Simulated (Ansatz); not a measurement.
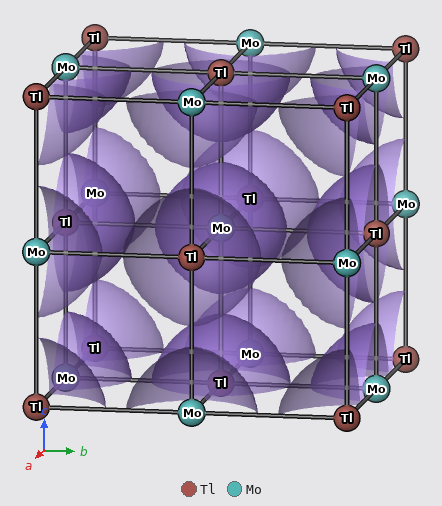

*TlMo. Isosurface of the valence pseudo-density at 0.4 e/Å³ (purple), seen slightly off an axis. Sticks mark near contacts.*

Space group Fm-3m; started from the rock salt_225 prototype, which need not be the ambient phase; computed without spin polarisation.

Theory: DFT PBE, scalar-relativistic, plane waves, PAW in Ansatz.

The density is the valence pseudo-density of a PAW calculation; it isn't the true density close to the nuclei.

Q: What does this surface tell about the bonding?

A: At this value the density breaks into separate islands; it holds about 80 % of the electrons treated as valence (semicore included). It bridges none of the near contacts. It is pinched off along the shortest Tl–Mo (2.80 Å) contacts. On the grid the lowest density along these lines, outside the cores, is 0.33 e/Å³ (Tl–Mo, 2.80 Å).
